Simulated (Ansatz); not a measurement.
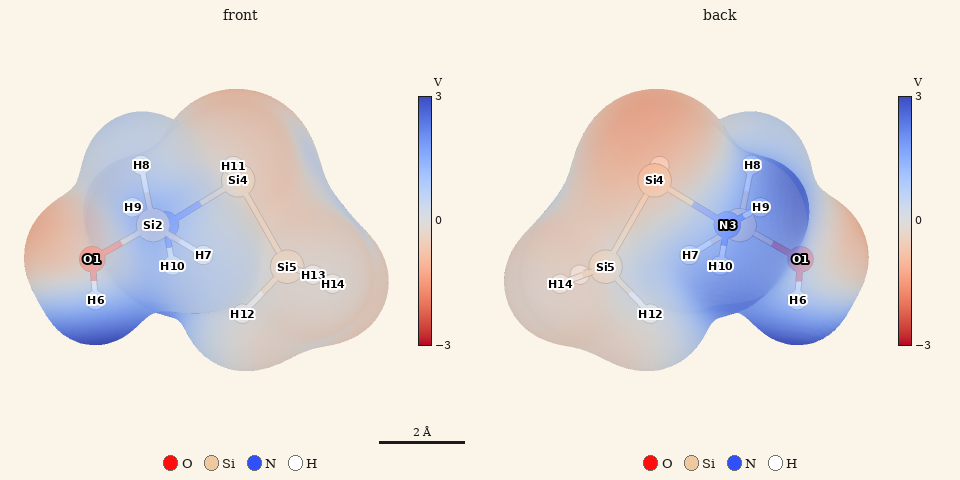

*H9NOSi3. The molecular electrostatic potential painted on the density surface at 0.002 e/bohr³, seen from the front and from behind; the colour scale runs from red (negative) to blue (positive).*

Computed with Ansatz 0.2.0, RKS LDA/cc-pVDZ.

The calculation's input:

```
crystal:
  periodic: [false, false, false]
  atoms:
    - { symbol: O, position_ang: [-2.3712, -0.2637, 2.041] }
    - { symbol: Si, position_ang: [-1.5467, -0.5765, 0.6789] }
    - { symbol: "N", position_ang: [-0.0021, -0.2455, 1.1752] }
    - { symbol: Si, position_ang: [1.2159, -0.4483, -0.0864] }
    - { symbol: Si, position_ang: [1.1771, 1.1513, -1.7748] }
    - { symbol: H, position_ang: [-2.108, 0.5835, 2.5006] }
    - { symbol: H, position_ang: [-1.9005, 0.3433, -0.4079] }
    - { symbol: H, position_ang: [-1.6392, -1.9861, 0.3371] }
    - { symbol: H, position_ang: [0.2625, -0.8895, 1.969] }
    - { symbol: H, position_ang: [0.47208, 0.66605, 1.33589] }
    - { symbol: H, position_ang: [0.9505, -1.8199, -0.6241] }
    - { symbol: H, position_ang: [1.4011, 2.5236, -1.1643] }
    - { symbol: H, position_ang: [-0.1638, 1.1775, -2.516] }
    - { symbol: H, position_ang: [2.2449, 0.8914, -2.7083] }
basis:
  gaussian: { orbitals: cc-pVDZ }
hamiltonian:
  xc: lda
relax:
  f_tol: 0.02
  max_steps: 50
output:
  orbitals: {}
```

Command:

```sh
ansatz run input.yaml --threads 2 --pin off --max-ram 3072MiB --backend cpu --events-out ev --progress --plain --runs-dir out
```

The fields are those of the run's last geometry, not of the input's.

Question: Describe the electrostatic potential map.

Answer: The most negative region (about −1.2 V, or −28 kcal/mol for a unit charge) lies over H11, the most positive (about +2.9 V, or +67 kcal/mol for a unit charge) over H6.
